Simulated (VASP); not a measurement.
Given:

```xyz
6
Lattice="-1.9257 1.9257 4.9072 1.9257 -1.9257 4.9072 1.9257 1.9257 -4.9072" Properties=species:S:1:pos:R:3 pbc="T T T"
Ti     0.0000     1.9257     2.4536
Ti     0.0000     0.0000     0.0000
O      0.0000     1.9257     0.4213
O      0.0000     0.0000     7.7822
O      0.0000     0.0000     2.0323
O      0.0000     1.9257     4.4859
```

These are vdW-DF2, VASP's PBE PAW potentials (set 64) (plane waves; VASP) values and carry that method's errors. Numerical set-up: 520 eV cut-off, 9×9×9 Γ-centred mesh, tetrahedra with Blöchl corrections, potentials Ti_sv O.

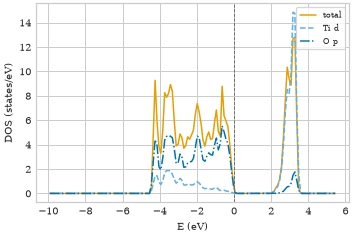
Fig. 1. Total and projected density of states, zero at the valence-band maximum

Within 2 eV below the valence-band maximum the largest weight inside VASP's projection spheres is O p.

It has a band gap.

The compound is TiO2 in the anatase structure, one of several forms; rutile is the usual stable one. It was relaxed first, which changed the volume by +7 %.
